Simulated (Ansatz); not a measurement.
Hf (hcp, Mg type)

```
Hf
1.0
    3.20421     0.00000     0.00000
   -1.60210     2.77493     0.00000
    0.00000     0.00000     5.06906
Hf
2
Direct
  0.33333   0.66667   0.75000
  0.66667   0.33333   0.25000
```

E(V) scan at fixed shape, V₀ the volume above. Symmetry pins the atoms to their sites.

Method: PBE (plane waves to 420 eV, PAW, scalar-relativistic; Ansatz, a program for electronic structure). k mesh 17×17×9 (Γ-centred), Fermi-Dirac smearing 0.05 eV. Energies are smeared free energies. Compression counts positive. With the shape held, the modulus is that of even scaling; a crystal free to change shape is softer. Hf is run without spin polarisation. Hf was relaxed with its symmetry unable to fall. Spin-orbit coupling is left out, though Hf is heavy. ΔE is measured from the relaxed starting cell.

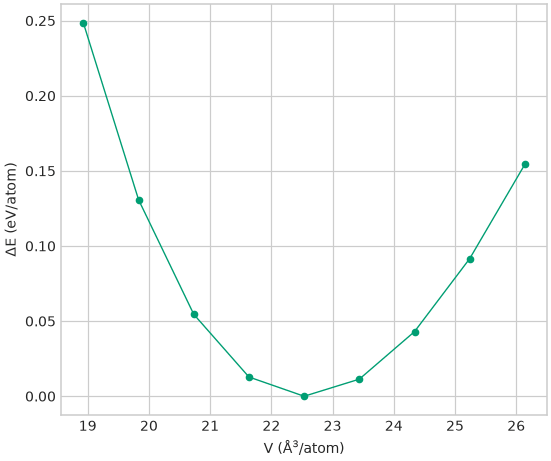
Figure. ΔE (eV/atom) against V (Å³/atom); markers are the computed points, lines only join them.

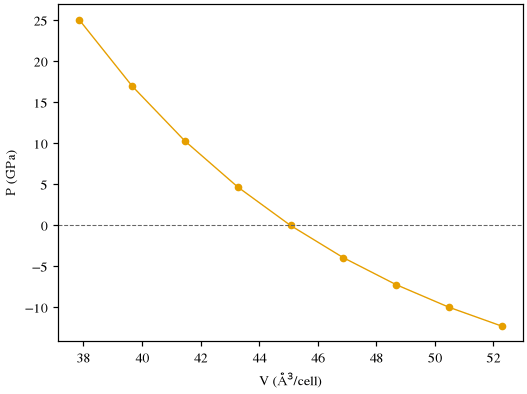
Fig. 1. P (GPa) against V (Å³/cell); computed points joined by lines.

The energy cost of the largest compression comes out as 248 meV/atom, the pressure at the smallest volume comes out as 25.1 GPa and the equilibrium volume of the fit is 22.54 Å³/atom. The pressure for 5 % compression (fit) is 6.0 GPa and the bulk modulus at fixed cell shape B₀ (third-order Birch-Murnaghan fit) is 107 GPa.

P = (3B₀/2)(x⁷ − x⁵)[1 + ¾(B₀′ − 4)(x² − 1)] with x = (1/0.95)^(1/3), B₀ = 107 GPa and B₀′ = 3.43.

(Under strain, the slope of the energy per volume gives the stress and its curvature an elastic modulus.)
